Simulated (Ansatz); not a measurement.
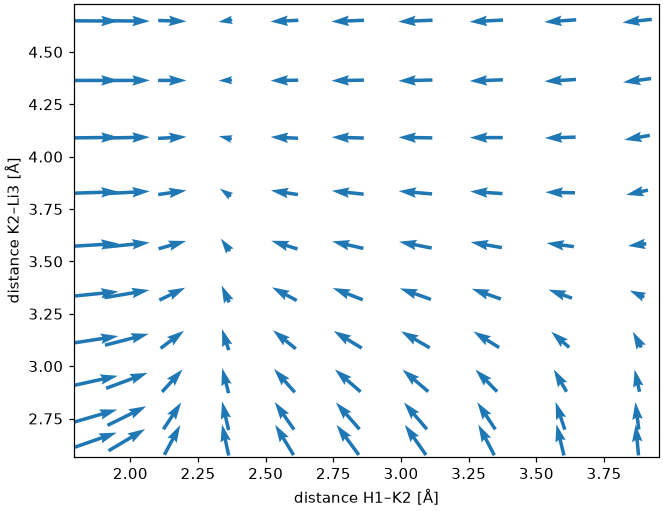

The system H + KLi, spin multiplicity 2. First axis: distance H1–K2. Second axis: distance K2–Li3. Nothing is relaxed (the angle H1–K2–Li3 is fixed at 180 degrees). The grid has 10 × 10 points. In part of the range the unrestricted reference is strongly spin-contaminated. Theory: Ansatz 0.2.0, UHF-CCSD(T), frozen core/def2-TZVPD.

In the figure: arrows along the force (downhill), their lengths compressed.

Q: The arrows alone are given. Where is the energy lowest?

A: The arrows converge at about distance H1–K2 = 2.305 Å, distance K2–Li3 = 4.323 Å (read from the interpolated surface).

The energy map of the same scan:

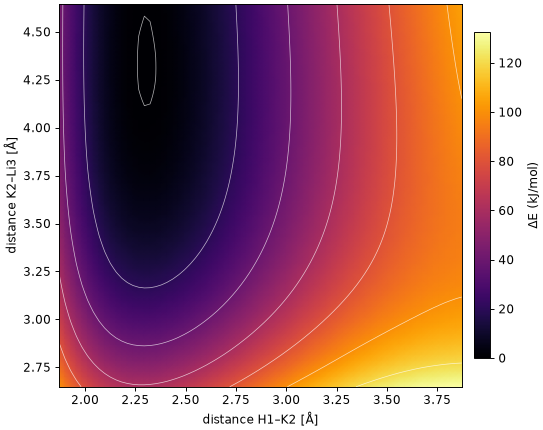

Energies are in kJ/mol, from the lowest grid point; between grid points the surface is interpolated.
